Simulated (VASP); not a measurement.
Band structure of Ni3Si (L1_2). All values below come from PW91 GGA, VASP's PBE PAW potentials (set 64) (plane waves; VASP 6.6.1).

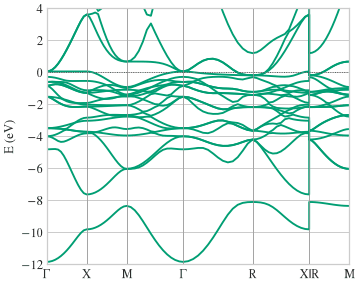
Bands along high-symmetry lines, zero at the valence-band maximum or, without a gap, the Fermi level

Question: Read the plot: is there a gap, and where are the band edges?

Answer: It has no gap at this level: it comes out as a metal or semimetal. (Edges off the drawn lines would not show.)

The compound is Ni3Si in the L1_2 structure. The cell was not relaxed at this level. The run is not spin-polarised, so no magnetic state was tried.
